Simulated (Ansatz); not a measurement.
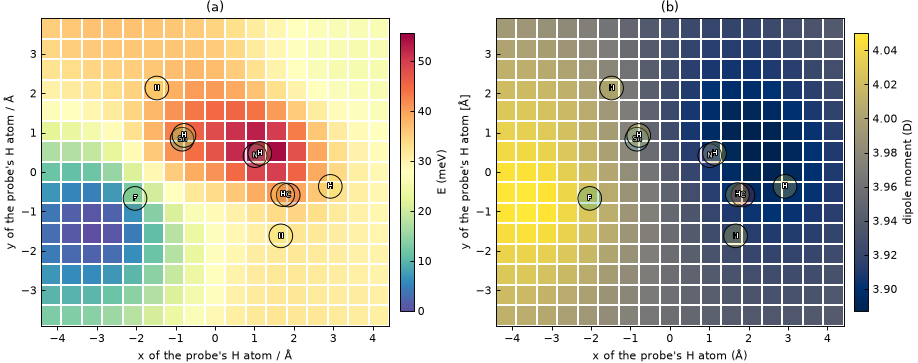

CH₆FNSn (SMILES C[NH][SnH2][F]) with the probe H2O. The probe is moved over a plane parallel to the molecule's main plane, 3.90 Å above it. First axis: x of the probe's H atom. Second axis: y of the probe's H atom. Nothing is relaxed (molecule and probe rigid, the probe upright with H nearest the plane). The grid has 17 × 15 points. Points are written as (first, second). All energies are given in meV relative to the lowest grid point. These are results of RKS PBE0-D4/def2-SVP (Ansatz), not measurements.

Panel (a) is the energy; panel (b) is the computed dipole moment, in D.

Drawn: one coloured cell a grid point, labelled circles for the molecule's atoms, projected on the plane.

> How does the dipole moment vary over the map, and what is it at the lowest grid point?

Leaving out the highest fifth of the energies, it runs from 3.89 D at (2.60 Å, 1.04 Å) to 4.05 D at (−3.64 Å, −0.52 Å). At the lowest grid point, (−3.12 Å, −1.56 Å), it is 4.04 D.

```tsv
y of the probe's H atom ↓, x of the probe's H atom →	−4.16	−3.12	−2.08	−1.04	0.00	1.04	2.08	3.12	4.16
3.64	3.99	3.99	3.97	3.95	3.93	3.92	3.92	3.93	3.94
3.12	4.00	4.00	3.98	3.95	3.93	3.91	3.91	3.92	3.93
2.60	4.01	4.01	3.99	3.96	3.93	3.91	3.91	3.91	3.93
2.08	4.02	4.02	4.00	3.97	3.92	3.90	3.90	3.91	3.92
1.56	4.03	4.02	4.01	3.97	3.92	3.90	3.89	3.90	3.92
1.04	4.04	4.03	4.01	3.97	3.93	3.90	3.89	3.90	3.91
0.52	4.04	4.04	4.02	3.98	3.93	3.90	3.89	3.89	3.91
0.00	4.05	4.04	4.02	3.98	3.94	3.91	3.89	3.89	3.91
−0.52	4.05	4.05	4.03	3.99	3.95	3.91	3.90	3.90	3.91
−1.04	4.05	4.05	4.03	3.99	3.95	3.92	3.90	3.90	3.91
−1.56	4.04	4.04	4.02	3.99	3.95	3.93	3.91	3.91	3.92
−2.08	4.04	4.03	4.02	3.99	3.96	3.93	3.92	3.92	3.92
−2.60	4.03	4.02	4.01	3.98	3.96	3.94	3.93	3.93	3.93
−3.12	4.02	4.01	4.00	3.98	3.96	3.94	3.93	3.93	3.94
−3.64	4.01	4.00	3.99	3.97	3.96	3.94	3.94	3.94	3.94
```

The table holds every second grid line.
